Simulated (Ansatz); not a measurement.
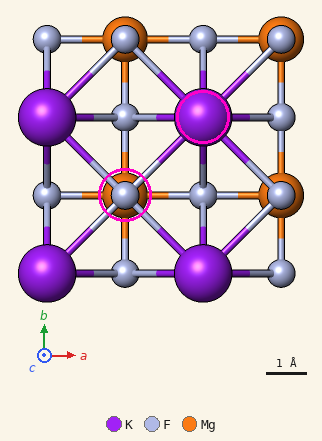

Perfect KMgF3. Style: ball-and-stick. Shown: the atoms within 5.1 Å of one point, in a slice 5.0 Å thick across the line of sight, along the c axis.

Level of theory: DFT, PBEsol, PAW, plane waves in Ansatz 0.2.0. (plane-wave cutoff 420 eV; k-point mesh 1 × 1 × 1; mesh shifted by (0.25, 0.25, 0.25); no spin polarisation) Fermi-Dirac smearing of 0.01 eV. A uniform background neutralises the charged cell. The axes drawn are those of the host's conventional cell.

A fluorine atom is replaced by potassium and an extra fluorine atom is put between the host's atoms (an interstitial), the two sites 3.5 Å apart at the ringed places, in charge state +1. The supercell has 40 sites, and the atoms are relaxed at the host's cell.

Predict the relaxed surroundings of the defect.

Answer. In the host the F atom has 2 Mg at 2.00 Å; the K atom ends with 8 F at 2.34 to 2.78 Å, 2 K at 2.41 to 2.79 Å. The F atom starts with 4 F at 1.99 to 2.00 Å, 2 K at 1.99 to 2.00 Å around its place and ends with 2 Mg at 2.06 Å, 1 K at 2.34 Å. Of the host's atoms, a potassium atom moves furthest from its site, by 1.21 Å. The K atom itself moves 2.15 Å from where it was put. The F atom itself moves 3.39 Å from where it was put.

The relaxed defect, seen from the same direction:

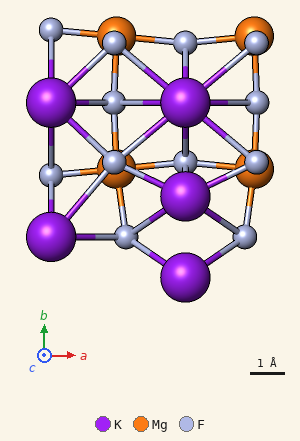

Limits of the set-up: the periodic images lie only 8.0 Å apart, so the values are limited by the cell's size; the cell is charged, on a uniform background, and energies carry no finite-size correction.
